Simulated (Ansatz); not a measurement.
## CH4AlCl: molecular dynamics

CH4AlCl, computed with RHF/def2-SVP (Ansatz 0.2.0).

One setting was made poor on purpose. It belongs to a series of runs on one base structure; here: dynamics from the last frame of an earlier run.

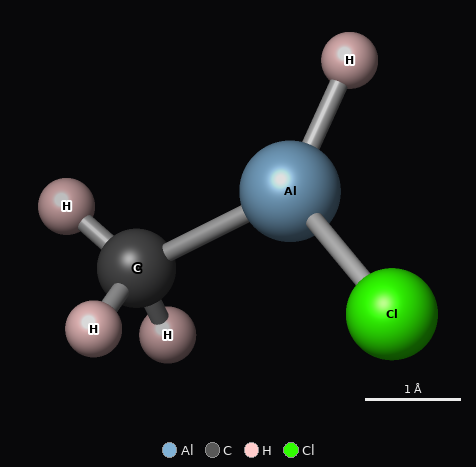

*The structure as given in the input (ball-and-stick view, seen at a tilt). Sticks mark near contacts.*

Bond lengths as drawn: Al–C 1.98 Å, Al–Cl 2.20 Å, Al–H 1.57 Å and C–H 1.08 to 1.09 Å.

**Key numbers**

```csv
quantity,value
outcome,finished
mean temperature over the second half,6 K
trajectory,"40 steps, 160 fs"
ensemble,nvt_nose_hoover
temperature in the input,400.0 K
time step,4.0 fs
potential energy (last step),−20146.8735 eV
mean-field energy (last step),−20146.8735 eV
largest force (length of the vector) (last step),0.075 eV/Å
hardware,"1 thread of Arm Neoverse V1, 24 GiB of memory available, shared host"
wall time,41 s
peak memory,0.13 GiB
```

**Notes**

A deliberately poor setting: time step. So short a trajectory is not equilibrated. The temperature stays far from the 400 K of the thermostat over the second half: the run isn't equilibrated. The integration failed: the conserved energy drifts or the temperature runs away, so the later frames and the averages aren't results; the time step is too long for this system.

**Input**
```yaml
crystal:
  periodic: [false, false, false]
  atoms:
    - { symbol: Al, position_ang: [-0.077048, -0.036166, -0.00957] }
    - { symbol: C, position_ang: [0.03153, 0.018129, 1.962757] }
    - { symbol: H, position_ang: [-0.850296, 0.299292, 2.522735] }
    - { symbol: H, position_ang: [0.336379, -0.965188, 2.297666] }
    - { symbol: H, position_ang: [0.881658, 0.647736, 2.223787] }
    - { symbol: Cl, position_ang: [1.865886, 0.022547, -1.038825] }
    - { symbol: H, position_ang: [-1.378894, -0.256629, -0.851013] }
basis:
  gaussian: { orbitals: def2-SVP }
hamiltonian:
  xc: hf
md:
  timestep: 4.0
  n_steps: 40
  ensemble: nvt_nose_hoover
  temperature: 400.0
  initial_velocities: maxwell_boltzmann
  seed: 833158
```

Command:
```bash
ansatz run input.yaml --threads 1 --pin off --max-ram 2048MiB --backend cpu --events-out ev --progress --plain --runs-dir out
```

**The program's output**
```
Engine: ansatz 0.2.0, aarch64-unknown-linux-gnu
Functional definition: HF
  exchange = exact_x
  correlation = 0
724 factors; integrals over basis functions are off by at most 4.6e-4 eV
mean field evaluation 1: about -20173.6969 eV, gradient 2.5e1 eV
mean field evaluation 2: about -20173.7251 eV, gradient 2.5e1 eV
mean field evaluation 4: about -20175.5149 eV, gradient 1.9e0 eV
mean field evaluation 8: about -20175.5330 eV, gradient 9.2e-2 eV
mean field -20175.53306869 eV, -741.4371648069 hartree, gradient 4.4e-5 eV, S^2 0.000000; 0 other end points of the search recorded, 0 dependent functions left out
the calculation of the forces begins
reference -20175.53306869 eV, -741.4371648069 hartree; 20, 20 occupied and 50, 50 virtual orbitals, 724 factors
md step     0: t =     0.00 fs  T =   400.0 K  F+E_penalty+E_count = -20175.53306869 eV  E_kin = 0.258520 eV  conserved = -20175.27454869 eV  (33 SCF iters)
these checks for a lower state are left out or cut short: starts, cluster_reference, orbital_swaps, neighbouring_geometries, increment
724 factors; integrals over basis functions are off by at most 4.4e-4 eV
mean field evaluation 16: about -20175.2293 eV, gradient 2.2e-4 eV
mean field -20175.22930547 eV, -741.4260017143 hartree, gradient 3.6e-5 eV, S^2 0.000000; 0 other end points of the search recorded, 0 dependent functions left out
[... from here on the field's lines of each further geometry are left out, up to the last ...]
md step     1: t =     4.00 fs  T =   311.3 K  F+E_penalty+E_count = -20175.22930547 eV  E_kin = 0.201165 eV  conserved = -20175.02815799 eV  (31 SCF iters)
md step     2: t =     8.00 fs  T =  7023.6 K  F+E_penalty+E_count = -20173.39292566 eV  E_kin = 4.539348 eV  conserved = -20168.82492223 eV  (29 SCF iters)
md step     3: t =    12.00 fs  T = 31138.1 K  F+E_penalty+E_count = -20165.95814139 eV  E_kin = 20.124562 eV  conserved = -20144.51134541 eV  (45 SCF iters)
md step     4: t =    16.00 fs  T = 33336.7 K  F+E_penalty+E_count = -20162.32093700 eV  E_kin = 21.545485 eV  conserved = -20133.16804627 eV  (43 SCF iters)
md step     5: t =    20.00 fs  T = 63790.4 K  F+E_penalty+E_count = -20153.33311710 eV  E_kin = 41.227732 eV  conserved = -20089.55778187 eV  (77 SCF iters)
md step     6: t =    24.00 fs  T = 37943.0 K  F+E_penalty+E_count = -20152.25524145 eV  E_kin = 24.522568 eV  conserved = -20089.89070316 eV  (73 SCF iters)
md step     7: t =    28.00 fs  T = 25761.9 K  F+E_penalty+E_count = -20152.97191096 eV  E_kin = 16.649938 eV  conserved = -20089.96956102 eV  (72 SCF iters)
md step     8: t =    32.00 fs  T = 18417.7 K  F+E_penalty+E_count = -20154.04394866 eV  E_kin = 11.903336 eV  conserved = -20089.83440540 eV  (62 SCF iters)
md step     9: t =    36.00 fs  T = 16182.5 K  F+E_penalty+E_count = -20157.27480412 eV  E_kin = 10.458718 eV  conserved = -20089.84117485 eV  (56 SCF iters)
md step    10: t =    40.00 fs  T = 985463.9 K  F+E_penalty+E_count = -20096.38039141 eV  E_kin = 636.905305 eV  conserved = -16920.45256181 eV  (70 SCF iters)
md step    11: t =    44.00 fs  T = 712005.0 K  F+E_penalty+E_count = -20146.86867008 eV  E_kin = 460.168817 eV  conserved = -12411.02279657 eV  (512 SCF iters)
md step    12: t =    48.00 fs  T = 46705.9 K  F+E_penalty+E_count = -20146.83335907 eV  E_kin = 30.186049 eV  conserved = -12411.02396090 eV  (126 SCF iters)
md step    13: t =    52.00 fs  T =  8427.6 K  F+E_penalty+E_count = -20146.82962139 eV  E_kin = 5.446784 eV  conserved = -12411.02427505 eV  (113 SCF iters)
md step    14: t =    56.00 fs  T =  2290.7 K  F+E_penalty+E_count = -20146.83264695 eV  E_kin = 1.480452 eV  conserved = -12411.02458734 eV  (125 SCF iters)
md step    15: t =    60.00 fs  T =   780.9 K  F+E_penalty+E_count = -20146.83703583 eV  E_kin = 0.504668 eV  conserved = -12411.02480265 eV  (117 SCF iters)
md step    16: t =    64.00 fs  T =   309.1 K  F+E_penalty+E_count = -20146.84107416 eV  E_kin = 0.199773 eV  conserved = -12411.02495777 eV  (114 SCF iters)
md step    17: t =    68.00 fs  T =   136.7 K  F+E_penalty+E_count = -20146.84425288 eV  E_kin = 0.088347 eV  conserved = -12411.02505363 eV  (111 SCF iters)
md step    18: t =    72.00 fs  T =    66.1 K  F+E_penalty+E_count = -20146.84657722 eV  E_kin = 0.042689 eV  conserved = -12411.02510576 eV  (114 SCF iters)
md step    19: t =    76.00 fs  T =    34.4 K  F+E_penalty+E_count = -20146.84824644 eV  E_kin = 0.022230 eV  conserved = -12411.02513699 eV  (106 SCF iters)
md step    20: t =    80.00 fs  T =    19.2 K  F+E_penalty+E_count = -20146.84948106 eV  E_kin = 0.012390 eV  conserved = -12411.02515191 eV  (109 SCF iters)
md step    21: t =    84.00 fs  T =    11.4 K  F+E_penalty+E_count = -20146.85046580 eV  E_kin = 0.007391 eV  conserved = -12411.02516359 eV  (111 SCF iters)
md step    22: t =    88.00 fs  T =     7.3 K  F+E_penalty+E_count = -20146.85129646 eV  E_kin = 0.004736 eV  conserved = -12411.02516907 eV  (108 SCF iters)
md step    23: t =    92.00 fs  T =     5.1 K  F+E_penalty+E_count = -20146.85205135 eV  E_kin = 0.003288 eV  conserved = -12411.02517211 eV  (102 SCF iters)
md step    24: t =    96.00 fs  T =     3.9 K  F+E_penalty+E_count = -20146.85279031 eV  E_kin = 0.002503 eV  conserved = -12411.02517243 eV  (100 SCF iters)
md step    25: t =   100.00 fs  T =     3.3 K  F+E_penalty+E_count = -20146.85356589 eV  E_kin = 0.002112 eV  conserved = -12411.02517049 eV  (101 SCF iters)
md step    26: t =   104.00 fs  T =     3.1 K  F+E_penalty+E_count = -20146.85442345 eV  E_kin = 0.001973 eV  conserved = -12411.02516883 eV  (100 SCF iters)
md step    27: t =   108.00 fs  T =     3.1 K  F+E_penalty+E_count = -20146.85538607 eV  E_kin = 0.001999 eV  conserved = -12411.02516748 eV  (64 SCF iters)
md step    28: t =   112.00 fs  T =     3.3 K  F+E_penalty+E_count = -20146.85645686 eV  E_kin = 0.002129 eV  conserved = -12411.02516783 eV  (99 SCF iters)
md step    29: t =   116.00 fs  T =     3.6 K  F+E_penalty+E_count = -20146.85761752 eV  E_kin = 0.002310 eV  conserved = -12411.02516891 eV  (98 SCF iters)
md step    30: t =   120.00 fs  T =     3.9 K  F+E_penalty+E_count = -20146.85884394 eV  E_kin = 0.002509 eV  conserved = -12411.02517038 eV  (99 SCF iters)
md step    31: t =   124.00 fs  T =     4.2 K  F+E_penalty+E_count = -20146.86011518 eV  E_kin = 0.002704 eV  conserved = -12411.02517159 eV  (101 SCF iters)
md step    32: t =   128.00 fs  T =     4.5 K  F+E_penalty+E_count = -20146.86141958 eV  E_kin = 0.002890 eV  conserved = -12411.02517212 eV  (106 SCF iters)
md step    33: t =   132.00 fs  T =     4.8 K  F+E_penalty+E_count = -20146.86275591 eV  E_kin = 0.003071 eV  conserved = -12411.02517218 eV  (99 SCF iters)
md step    34: t =   136.00 fs  T =     5.0 K  F+E_penalty+E_count = -20146.86412907 eV  E_kin = 0.003253 eV  conserved = -12411.02517187 eV  (99 SCF iters)
md step    35: t =   140.00 fs  T =     5.3 K  F+E_penalty+E_count = -20146.86554653 eV  E_kin = 0.003444 eV  conserved = -12411.02517153 eV  (98 SCF iters)
md step    36: t =   144.00 fs  T =     5.6 K  F+E_penalty+E_count = -20146.86701398 eV  E_kin = 0.003648 eV  conserved = -12411.02517113 eV  (98 SCF iters)
md step    37: t =   148.00 fs  T =     6.0 K  F+E_penalty+E_count = -20146.86853569 eV  E_kin = 0.003865 eV  conserved = -12411.02517074 eV  (98 SCF iters)
md step    38: t =   152.00 fs  T =     6.3 K  F+E_penalty+E_count = -20146.87011459 eV  E_kin = 0.004097 eV  conserved = -12411.02517034 eV  (99 SCF iters)
md step    39: t =   156.00 fs  T =     6.7 K  F+E_penalty+E_count = -20146.87175279 eV  E_kin = 0.004343 eV  conserved = -12411.02516987 eV  (99 SCF iters)
the calculation of the forces begins
reference -20146.87345225 eV, -740.3839433289 hartree; 20, 20 occupied and 50, 50 virtual orbitals, 710 factors
710 factors; integrals over basis functions are off by at most 3.4e-4 eV
mean field evaluation 864: about -20143.7929 eV, gradient 4.5e0 eV
mean field evaluation 896: about -20146.8340 eV, gradient 1.5e0 eV
mean field evaluation 928: about -20143.7578 eV, gradient 1.2e1 eV
mean field evaluation 960: about -20141.2240 eV, gradient 1.5e1 eV
mean field evaluation 992: about -20126.8233 eV, gradient 1.5e1 eV
mean field evaluation 1024: about -20127.9720 eV, gradient 4.0e0 eV
mean field -20146.87345225 eV, -740.3839433289 hartree, gradient 7.5e-8 eV, S^2 0.000000; 2 other end points of the search recorded, 0 dependent functions left out
the calculation of the forces begins
reference -20146.87345225 eV, -740.3839433289 hartree; 20, 20 occupied and 50, 50 virtual orbitals, 710 factors
md step    40: t =   160.00 fs  T =     7.1 K  F+E_penalty+E_count = -20146.87345225 eV  E_kin = 0.004603 eV  conserved = -12411.02516944 eV  (345 SCF iters)
```

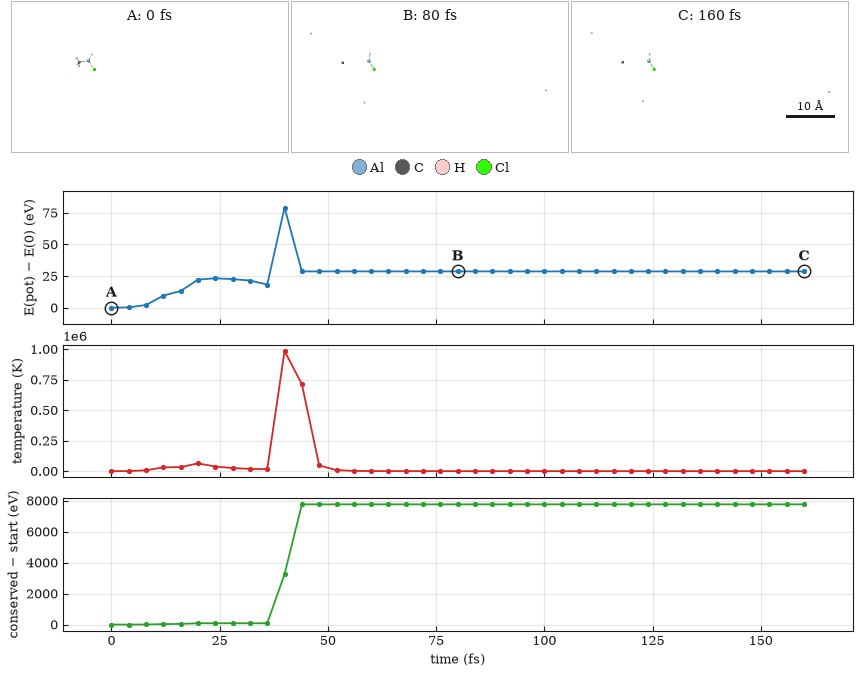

*Frames of the molecular dynamics (ball-and-stick, seen on its broad side) above the curves, on which the letters mark them.*

The trajectory kept here has 41 frames over 160 fs. The temperature starts at 400 K, ranges from 3 to 985464 K and averages 6 K over the second half. The potential energy ends 28.660 eV above its first value. The conserved quantity stays within 7800 eV. After an unweighted best fit of the last frame on the first, the root-mean-square displacement is 17.72 Å, and H4 has moved furthest (40.27 Å).

```
Total energy: -20146.87345225 eV, -740.3839433289 hartree
Atom 0 at    -0.075926     0.000369    -0.355836 Å, force     0.012871     0.049959     0.054096 eV/Å
Atom 1 at    -1.144075     0.224373     5.219211 Å, force     0.008076    -0.001368    -0.038553 eV/Å
Atom 2 at    -8.411916     4.421145    10.961088 Å, force     0.009409    -0.003985    -0.011682 eV/Å
Atom 3 at    14.281999   -16.072948   -39.527894 Å, force    -0.000788     0.000992     0.002267 eV/Å
Atom 4 at     8.356605     7.578502     4.692958 Å, force    -0.026011    -0.022339    -0.012541 eV/Å
Atom 5 at     1.873697     0.029168    -0.998430 Å, force    -0.001601    -0.010507    -0.000844 eV/Å
Atom 6 at    -1.534452     0.130182    -0.887830 Å, force    -0.001956    -0.012751     0.007258 eV/Å
Dipole moment:    -2.694070     0.199091     3.388194 e Å
```

**Trajectory as extended XYZ (Å, eV, eV/Å), 14 of the 41 frames kept, from step=0 to step=40**
```
7
Properties=species:S:1:pos:R:3:forces:R:3 step=0 time_fs=0.0 energy=-20175.53307 temperature=400.0
Al   -0.0770   -0.0362   -0.0096    0.8964  -0.1462   0.0699
C     0.0315    0.0181    1.9628    0.5001   0.0921  -0.7794
H    -0.8503    0.2993    2.5227   -0.2606   0.2111   0.0703
H     0.3364   -0.9652    2.2977   -0.0285  -0.5816   0.1298
H     0.8817    0.6477    2.2238   -0.0722   0.3369   0.1944
Cl    1.8659    0.0225   -1.0388   -1.0805   0.0087   0.4568
H    -1.3789   -0.2566   -0.8510    0.0453   0.0789  -0.1418
7
Properties=species:S:1:pos:R:3:forces:R:3 step=3 time_fs=12.0 energy=-20165.95814 temperature=31138.1
Al   -0.0789   -0.0439    0.0178    1.0074   0.9062  -4.8902
C    -0.0741   -0.0731    1.7964   -1.1405  -3.2107   7.9885
H    -1.0219    0.1946    2.6564    3.8044  -0.8160  -2.9802
H     0.5148   -1.2270    2.0982   -1.8276   4.2078  -0.4498
H     2.5275    2.2277    2.7422   -1.0312  -0.8797  -0.3995
Cl    1.8579    0.0207   -1.0172   -1.2816  -0.1807   0.5424
H    -1.4441   -0.1104   -0.8163    0.4692  -0.0270   0.1889
7
Properties=species:S:1:pos:R:3:forces:R:3 step=6 time_fs=24.0 energy=-20152.25524 temperature=37943.0
Al   -0.0438   -0.0226   -0.1211   -0.2327   0.5757  -6.8236
C    -0.1572   -0.4836    1.5459    0.7576  -2.7183   8.4346
H    -4.4439    2.1357    6.5135    0.0500   0.0163  -0.0116
H     1.4906   -2.2658    2.7193   -1.5701   1.4906  -1.3578
H     6.2948    5.6499    4.0130   -0.0499  -0.0163   0.0116
Cl    1.8205    0.0173   -0.9862    0.8291   0.4656  -0.4337
H    -1.3962    0.0046   -0.9486    0.2160   0.1864   0.1806
7
Properties=species:S:1:pos:R:3:forces:R:3 step=9 time_fs=36.0 energy=-20157.27480 temperature=16182.5
Al   -0.0382   -0.0133   -0.3577   -2.5890  -1.9350   3.5332
C    -0.0417   -0.8870    1.7849    2.7475  -2.0960  -0.8751
H    -7.6617    3.9675   10.1277    0.0228   0.0049  -0.0078
H     0.9404   -1.9113    2.0093   -3.2568   3.3626  -1.2291
H     8.1929    7.4009    4.6776   -0.0228  -0.0049   0.0078
Cl    1.8309    0.0277   -0.9852    2.7543   0.4961  -1.4059
H    -1.4172    0.2606   -1.0722    0.3439   0.1723  -0.0231
7
Properties=species:S:1:pos:R:3:forces:R:3 step=12 time_fs=48.0 energy=-20146.83336 temperature=46705.9
Al   -0.0745   -0.0301   -0.3771   -0.4221   0.1305  -0.0700
C    -1.0466    0.1135    4.9550    0.0093  -0.0003  -0.0477
H    -8.5307    4.4707   11.1120    0.0085  -0.0040  -0.0109
H    13.0095  -14.7304  -35.8351   -0.0009   0.0011   0.0026
H     8.6996    7.8758    4.8619   -0.0230  -0.0203  -0.0115
Cl    1.8648    0.0348   -0.9995    0.5608  -0.0484  -0.0252
H    -1.3733    0.3786   -1.1430   -0.1326  -0.0587   0.1627
7
Properties=species:S:1:pos:R:3:forces:R:3 step=15 time_fs=60.0 energy=-20146.83704 temperature=780.9
Al   -0.0826   -0.0278   -0.3781   -0.0907   0.1026  -0.0780
C    -1.1287    0.1999    5.1922    0.0076  -0.0009  -0.0369
H    -8.5399    4.4767   11.1220    0.0086  -0.0039  -0.0109
H    13.9970  -15.7742  -38.7010   -0.0008   0.0010   0.0023
H     8.6954    7.8727    4.8589   -0.0231  -0.0203  -0.0114
Cl    1.8728    0.0342   -1.0001    0.1801  -0.0380   0.0343
H    -1.4321    0.3497   -1.0652   -0.0816  -0.0405   0.1006
7
Properties=species:S:1:pos:R:3:forces:R:3 step=18 time_fs=72.0 energy=-20146.84658 temperature=66.1
Al   -0.0867   -0.0244   -0.3806    0.0942   0.0727  -0.0406
C    -1.1439    0.2163    5.2351    0.0075  -0.0010  -0.0363
H    -8.5352    4.4748   11.1156    0.0089  -0.0040  -0.0113
H    14.1853  -15.9730  -39.2473   -0.0008   0.0010   0.0023
H     8.6769    7.8565    4.8495   -0.0232  -0.0203  -0.0114
Cl    1.8777    0.0333   -0.9994   -0.0584  -0.0239   0.0526
H    -1.4898    0.3116   -0.9729   -0.0283  -0.0244   0.0447
7
Properties=species:S:1:pos:R:3:forces:R:3 step=22 time_fs=88.0 energy=-20146.85130 temperature=7.3
Al   -0.0844   -0.0199   -0.3829    0.0817   0.0454   0.0425
C    -1.1488    0.2224    5.2475    0.0077  -0.0011  -0.0369
H    -8.5221    4.4691   11.0990    0.0093  -0.0041  -0.0117
H    14.2550  -16.0465  -39.4497   -0.0008   0.0010   0.0023
H     8.6408    7.8249    4.8317   -0.0234  -0.0204  -0.0115
Cl    1.8774    0.0322   -0.9975   -0.0719  -0.0101   0.0164
H    -1.5300    0.2670   -0.8876   -0.0027  -0.0106  -0.0011
7
Properties=species:S:1:pos:R:3:forces:R:3 step=25 time_fs=100.0 energy=-20146.85357 temperature=3.3
Al   -0.0809   -0.0168   -0.3820    0.0036   0.0380   0.0875
C    -1.1494    0.2239    5.2474    0.0078  -0.0012  -0.0373
H    -8.5089    4.4632   11.0823    0.0095  -0.0042  -0.0119
H    14.2723  -16.0645  -39.4998   -0.0008   0.0010   0.0023
H     8.6068    7.7953    4.8150   -0.0237  -0.0206  -0.0116
Cl    1.8754    0.0316   -0.9965    0.0043  -0.0056  -0.0164
H    -1.5391    0.2424   -0.8623   -0.0008  -0.0075  -0.0125
7
Properties=species:S:1:pos:R:3:forces:R:3 step=28 time_fs=112.0 energy=-20146.85646 temperature=3.3
Al   -0.0793   -0.0139   -0.3784   -0.0236   0.0389   0.0954
C    -1.1490    0.2245    5.2443    0.0079  -0.0012  -0.0375
H    -8.4933    4.4564   11.0628    0.0095  -0.0041  -0.0119
H    14.2797  -16.0720  -39.5212   -0.0008   0.0010   0.0023
H     8.5673    7.7610    4.7956   -0.0240  -0.0209  -0.0117
Cl    1.8745    0.0312   -0.9965    0.0299  -0.0054  -0.0247
H    -1.5406    0.2225   -0.8609    0.0011  -0.0082  -0.0118
7
Properties=species:S:1:pos:R:3:forces:R:3 step=31 time_fs=124.0 energy=-20146.86011 temperature=4.2
Al   -0.0792   -0.0110   -0.3731    0.0026   0.0432   0.0776
C    -1.1482    0.2247    5.2395    0.0079  -0.0012  -0.0377
H    -8.4756    4.4487   11.0407    0.0095  -0.0041  -0.0118
H    14.2826  -16.0748  -39.5298   -0.0008   0.0010   0.0023
H     8.5226    7.7221    4.7737   -0.0245  -0.0212  -0.0119
Cl    1.8748    0.0308   -0.9971    0.0025  -0.0075  -0.0124
H    -1.5391    0.2036   -0.8714    0.0027  -0.0102  -0.0060
7
Properties=species:S:1:pos:R:3:forces:R:3 step=34 time_fs=136.0 energy=-20146.86413 temperature=5.0
Al   -0.0790   -0.0077   -0.3672    0.0281   0.0471   0.0584
C    -1.1470    0.2247    5.2335    0.0079  -0.0013  -0.0378
H    -8.4561    4.4402   11.0162    0.0094  -0.0041  -0.0117
H    14.2835  -16.0753  -39.5321   -0.0008   0.0010   0.0023
H     8.4727    7.6788    4.7494   -0.0249  -0.0215  -0.0121
Cl    1.8750    0.0303   -0.9978   -0.0218  -0.0094   0.0003
H    -1.5365    0.1828   -0.8833    0.0021  -0.0118   0.0007
7
Properties=species:S:1:pos:R:3:forces:R:3 step=37 time_fs=148.0 energy=-20146.86854 temperature=6.0
Al   -0.0777   -0.0039   -0.3614    0.0262   0.0493   0.0514
C    -1.1456    0.2246    5.2268    0.0080  -0.0013  -0.0381
H    -8.4349    4.4310   10.9897    0.0094  -0.0040  -0.0117
H    14.2831  -16.0745  -39.5310   -0.0008   0.0010   0.0023
H     8.4174    7.6310    4.7225   -0.0254  -0.0219  -0.0123
Cl    1.8745    0.0298   -0.9983   -0.0171  -0.0104   0.0028
H    -1.5344    0.1584   -0.8897   -0.0002  -0.0127   0.0057
7
Properties=species:S:1:pos:R:3:forces:R:3 step=40 time_fs=160.0 energy=-20146.87345 temperature=7.1
Al   -0.0759    0.0004   -0.3558    0.0129   0.0500   0.0541
C    -1.1441    0.2244    5.2192    0.0081  -0.0014  -0.0386
H    -8.4119    4.4211   10.9611    0.0094  -0.0040  -0.0117
H    14.2820  -16.0729  -39.5279   -0.0008   0.0010   0.0023
H     8.3566    7.5785    4.6930   -0.0260  -0.0223  -0.0125
Cl    1.8737    0.0292   -0.9984   -0.0016  -0.0105  -0.0008
H    -1.5345    0.1302   -0.8878   -0.0020  -0.0128   0.0073
```
